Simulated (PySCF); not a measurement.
# BGeH5: the cost of one run

Computed with PySCF 2.14.0, with density-fitted response routines of our own, on a single molecule in the gas phase. Atoms are numbered from 0 throughout.

**1. The molecule as given**

7 atoms, charge 0, multiplicity 1; geometry from: GFN2-xTB. The atoms were then displaced at random by about 0.01 Å, so the start is not that level's minimum.

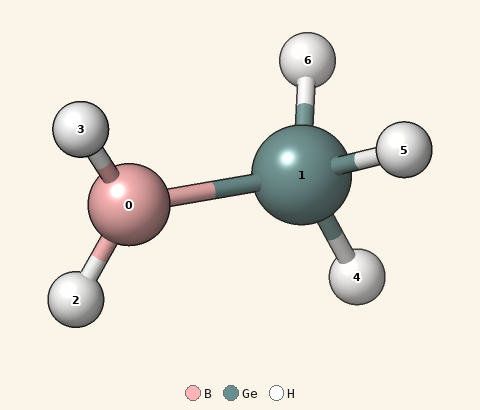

As it starts; boron pink, germanium teal, hydrogen white, atoms numbered.

**2. Relaxing the molecule at PBE0-D3(BJ)/def2-SVP**

Job settings and geometry (Å):

```
{"job": {"xc": "PBE0", "basis": "def2-SVP", "d3": "d3bj", "grid": 1, "shake": 0.01, "kind": "geom"}, "charge": 0, "multiplicity": 1}
B      1.263460    -0.036950    -0.067680
Ge    -0.754660     0.032660     0.033600
H      1.867630     0.958130    -0.105930
H      1.833450    -1.034290    -0.112740
H     -1.418810     1.368620     0.072610
H     -1.320850    -0.662750     1.225990
H     -1.436270    -0.654520    -1.095770
```

Started as:

```bash
OMP_NUM_THREADS=1 python probes_run.py task.json out
```

This one command runs all jobs of the session in turn.

Q: Estimate the wall time and peak memory of this first job on 1 thread of Arm Neoverse V1, shared host.

About 6.9 s, with a peak of 0.3 GiB.
